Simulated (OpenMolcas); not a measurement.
## How basis sets differ on Si2H4ClF (SMILES F[SiH]([SiH3])Cl)

The species is Si2H4ClF (8 atoms), meant as a singlet with charge 0. SMILES: `F[SiH]([SiH3])Cl`. The coordinates come from a PBE0-D4/def2-TZVP relaxation.

Quantity: the dipole moment, in D. The values are calculated.

```tsv
level	kind	program	value (D)	CPU time
HF/ANO-RCC-MB (DKH2)	Hartree–Fock	OpenMolcas	2.72	2.3 s
HF/STO-3G	Hartree–Fock	OpenMolcas	3.12	2.9 s
HF/3-21G	Hartree–Fock	OpenMolcas	3.01	4 s
HF/ANO-XS-VDZ (DKH2)	Hartree–Fock	OpenMolcas	3.02	1.9 s
HF/def2-SVP	Hartree–Fock	OpenMolcas	1.89	11 s
```

The values span 1.89 to 3.12 D. Magnitudes only. Sets without polarisation functions give poor dipoles. Times are those of the runs behind each value, whatever else they computed, on shared processors of several kinds: orders of magnitude only.

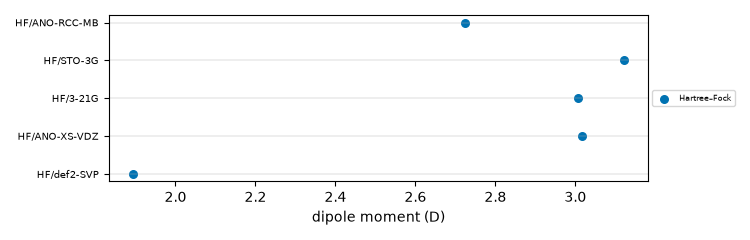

The values of the table, level by level.
